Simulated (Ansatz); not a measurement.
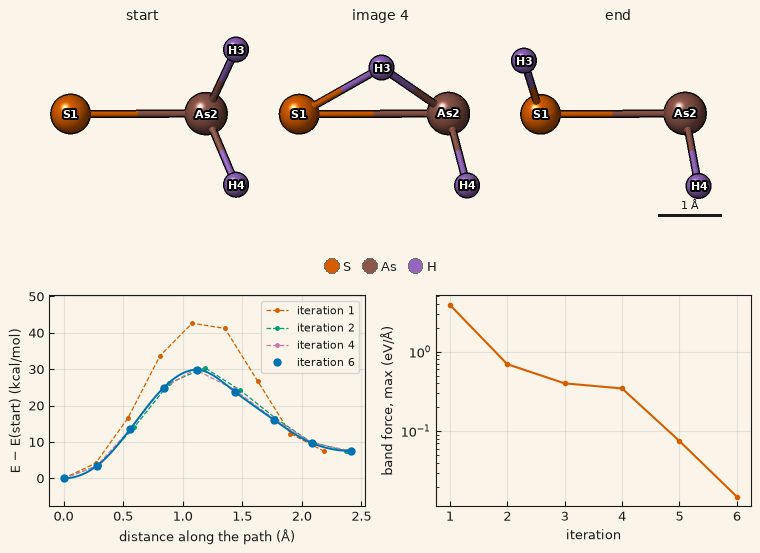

A search for the minimum-energy path of AsH₂S (charge −1) by the nudged elastic band. Images are numbered from 0 (start) to 8 (end). The plot follows the band through its iterations. A ball-and-stick model, seen at a tilt.

These are results of RKS B3LYP-D4/def2-SVP (Ansatz), not measurements. Run with 7 movable images; climbing image; force threshold 0.03 eV/Å; iteration limit 60; starting path through a guess of the saddle point.

Question: Did the band converge, and can the barrier be trusted?

Answer: The result is final at these settings. The band converged in 6 iterations. The largest component of the band force went from 3.9 to 0.015 eV/Å. The climbing image converged on the top of the path. Its vibrational analysis gives one imaginary mode (944i cm⁻¹), as a transition state must have. The first iteration put the highest image at 42.7 kcal/mol. The highest point, image 4, lies 29.9 kcal/mol above the start and 22.3 kcal/mol above the end; the end is at +7.6 kcal/mol relative to the start.

Limits of the set-up: the basis has no diffuse functions, which an anion needs.

Cost: 80 s on 1 thread of Arm Neoverse V1, on a shared host, peak memory 0.12 GiB.
